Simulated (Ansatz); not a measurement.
Input file:

```
crystal:
  periodic: [false, false, false]
  atoms:
    - { symbol: B, position_ang: [-0.0478, 2.12748, -1.02528] }
    - { symbol: Al, position_ang: [-0.05211, 0.26211, -0.0867] }
    - { symbol: O, position_ang: [-1.37993, 0.1994, 0.91383] }
    - { symbol: Al, position_ang: [0.90519, -2.06372, 0.39157] }
    - { symbol: H, position_ang: [-0.41053, 2.23885, -2.14246] }
    - { symbol: H, position_ang: [0.69787, 2.97734, -0.68841] }
    - { symbol: H, position_ang: [-2.13582, 0.16718, 1.48677] }
    - { symbol: H, position_ang: [0.14395, -2.88532, 1.52234] }
    - { symbol: H, position_ang: [2.09192, -2.93464, -0.19629] }
basis:
  gaussian: { orbitals: def2-SVP }
hamiltonian:
  xc: b3lyp
  dispersion: d4
relax:
  f_tol: 0.015
  max_steps: 40
output:
  orbitals: {}
```

Run with:

```sh
ansatz run input.yaml --threads 1 --pin off --max-ram 2048MiB --backend cpu --events-out ev --progress --plain --runs-dir out
```

The fields are those of the relaxed geometry.

The calculation used RKS B3LYP-D4/def2-SVP in Ansatz 0.2.0.

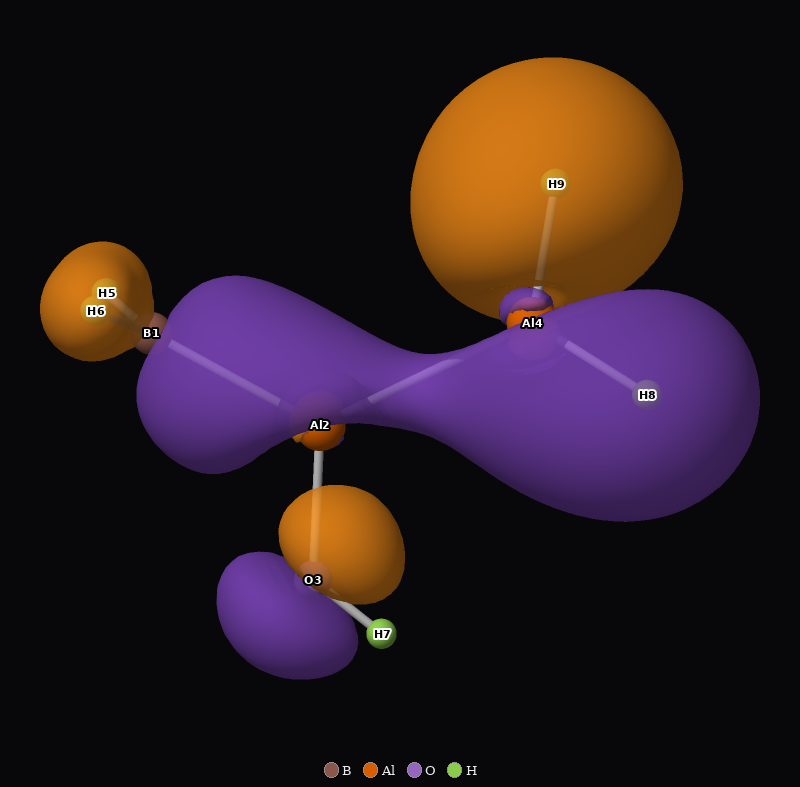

Al₂BH₅O (SMILES [BH2][Al]([OH])[AlH2]). The HOMO−1 at ±0.06 Å⁻³ᐟ² (orange and purple are the two phases), seen across its widest extent.

Q: Where does this orbital lie, and at what energy?

A: Its weight (Hirshfeld) is mainly on H9 (about 30 %), Al4 (about 30 %), H8 (about 20 %), Al2 (about 5 %) and O3 (about 5 %). Its energy is −8.08 eV.
